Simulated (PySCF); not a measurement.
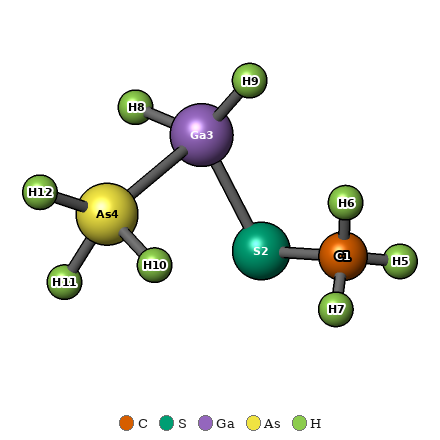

CH₈AsGaS, SMILES C[S][GaH2-][AsH3+], singlet. Vertical core-electron binding energies by ΔSCF (SCAN, def2-TZVP on the ionised atom, pcseg-1 elsewhere, spin-free X2C; PySCF 2.14.0, at a PBE0-D3(BJ)/def2-SVP geometry (no frequency check)), gas phase, against the vacuum level. One atom of each kind was ionised; within a panel, areas follow the number of like atoms and 2j + 1 (2p levels are split by first-order spin-orbit coupling, an approximation), Gaussians of 0.8 eV full width. Only the regions named are shown.

**Predict the S 2p photoelectron lines.**

| level | atoms | binding energy (eV) |
| --- | --- | --- |
| S 2p1/2 | S2 | 169.5 |
| S 2p3/2 | S2 | 168.3 |

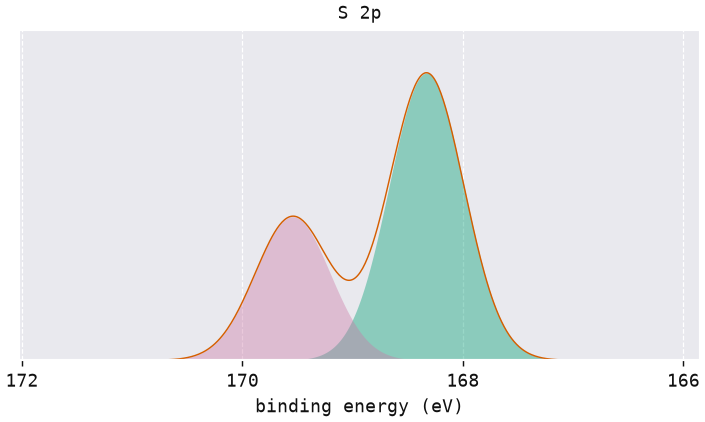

Caveats: one conformer of a flexible molecule.
